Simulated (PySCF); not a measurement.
## A study: C₄H₈N, doublet, SMILES `C=N[C](C)C`

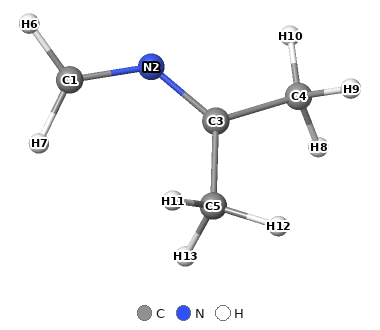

The molecule, with its atoms numbered as below. No frequency check shows the geometry to be a minimum.

Cartesian coordinates (Å):

```
C1      -1.9748    0.1908   -0.0680
N2      -0.7755    0.6470    0.1196
C3       0.3646    0.0334    0.0215
C4       1.6054    0.8568   -0.0617
C5       0.5095   -1.4597    0.0465
H6      -2.7959    0.7827    0.2976
H7      -2.2007   -0.7018   -0.6432
H8       2.1904    0.5725   -0.9372
H9       2.2318    0.6960    0.8174
H10      1.3523    1.9109   -0.1269
H11     -0.2530   -1.9084    0.6822
H12      1.4946   -1.7479    0.4042
H13      0.3807   -1.8611   -0.9620
```

Part 1: Bonding charge

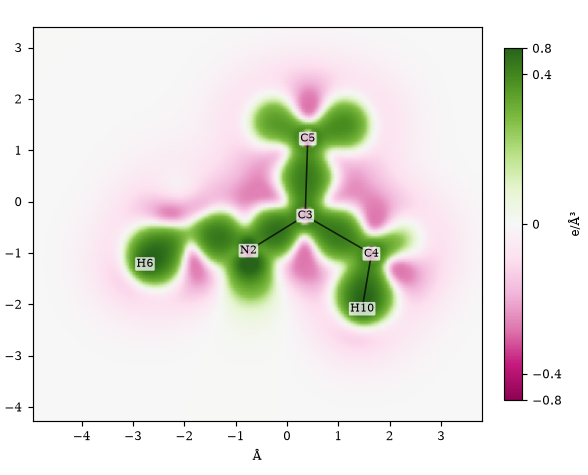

Deformation density (molecule less spherical, spin-averaged free atoms) in the plane of N2, C3, C4, C5, H6 and H10; colour scale in e/Å³, logarithmic beyond ±0.1; green: gain, pink: loss.

Computed with PySCF, B3LYP/def2-SVPD, geometry: GFN2-xTB. The stability of the open-shell solution wasn't checked. GFN2-xTB doesn't know the spin state, so this open-shell geometry is rough.

Q: Describe the bonding that the map shows.

A: C4–H10: +0.70 e/Å³ at the bond critical point (bond length 1.09 Å). N2–C3: +0.54 e/Å³ at the bond critical point (bond length 1.30 Å). C3–C4: +0.52 e/Å³ at the bond critical point (bond length 1.49 Å). C3–C5: +0.49 e/Å³ at the bond critical point (bond length 1.50 Å). In all, 2.7 electrons gather in the regions of gain relative to the promolecule.

Q: Where do the Hirshfeld charges lie?

A: The highest Hirshfeld charge is on C3 (+0.10 e), the lowest on N2 (−0.14 e).

```csv
atom,charge (e)
C1,−0.04
N2,−0.14
C3,+0.10
C4,−0.11
C5,−0.11
H6,+0.03
H7,+0.03
H8,+0.04
H9,+0.04
H10,+0.04
H11,+0.04
H12,+0.04
H13,+0.04
```

Part 2: Bond critical points

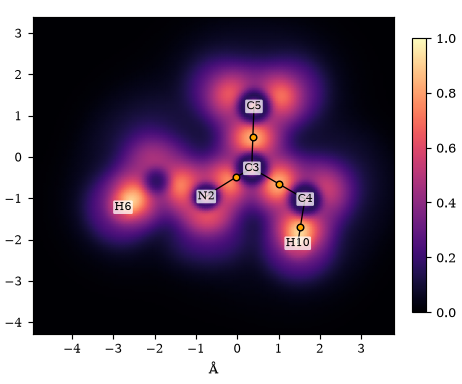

Localised orbital locator (LOL) in the plane of N2, C3, C4, C5, H6 and H10, with bond paths and bond critical points (dots).

Q: What values does LOL take at the bond critical points in this plane?

A: C4–H10: about 0.89; C3–C4: about 0.83; C3–C5: about 0.83; N2–C3: about 0.55. Values above 0.5 mark slow, localised electrons, as in shared pairs; low values at a critical point mark a polar or closed-shell contact whose critical point lies between the shells.

Q: Where along N2–C3 does the critical point lie?

A: 0.85 Å from N2 and 0.45 Å from C3.

Part 3: Local ionisation energy

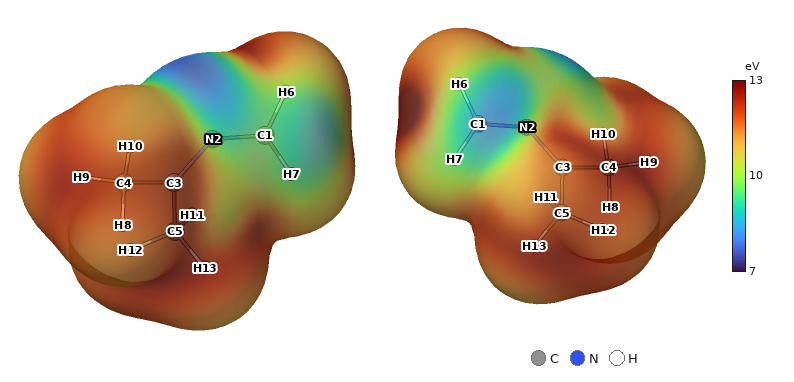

Average local ionisation energy on the surface of electron density 0.001 a.u. (back view left, front view right).

Q: Locate the minima of the map.

A: The lowest value is 7.7 eV, 2.0 Å from N2. Further minima include 8.1 eV, over C1, off the plane of its three bonds (2.0 Å); 10.9 eV, 1.4 Å from H9. For comparison, the highest occupied orbital lies at −4.9 eV.

Part 4: Spin density

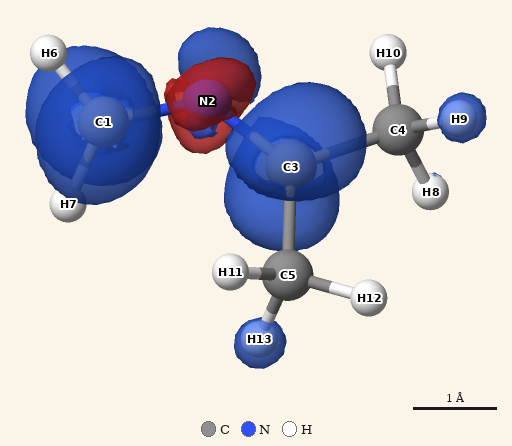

Spin density ρα − ρβ at ±0.03 e/Å³ (blue: excess α, red: excess β).

Q: How is the spin shared among the atoms?

A: Hirshfeld spin populations: C1 +0.42, C3 +0.33 and N2 +0.05. ⟨S²⟩ = 0.77, against 0.75 for a pure state. The picture also shows regions of β spin from spin polarisation; the Hirshfeld sums, whose atoms overlap, net them against the α spin of neighbours.

Part 5: In an electric field

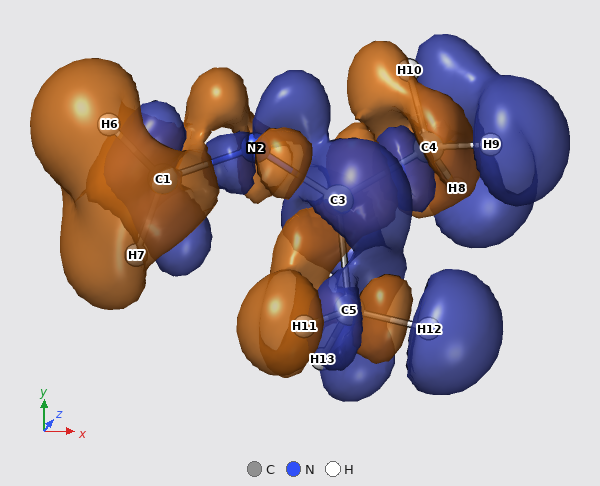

Change of the electron density in a uniform field of 0.10 V/Å, surfaces at ±0.0006 e/Å³ (orange: gain, blue: loss).

Computed with PySCF, HF/def2-SVPD, geometry: GFN2-xTB. The stability of the open-shell solution wasn't checked. GFN2-xTB doesn't know the spin state, so this open-shell geometry is rough.

The field was applied in both directions; the picture shows the one opposite to the script's first.

Q: Along which Cartesian direction does the field point?

A: Along +x: electrons gather on the −x side, against the field.

Q: How large is the response?

A: The induced dipole is 0.37 D (along the field); α along this axis, from the fields in both directions, is 73 bohr³ (10.8 Å³).

The PySCF runs shown took 23 s and 6.2 s on 1 thread of Intel(R) Xeon(R) 6975P-C (Granite Rapids) (shared host).
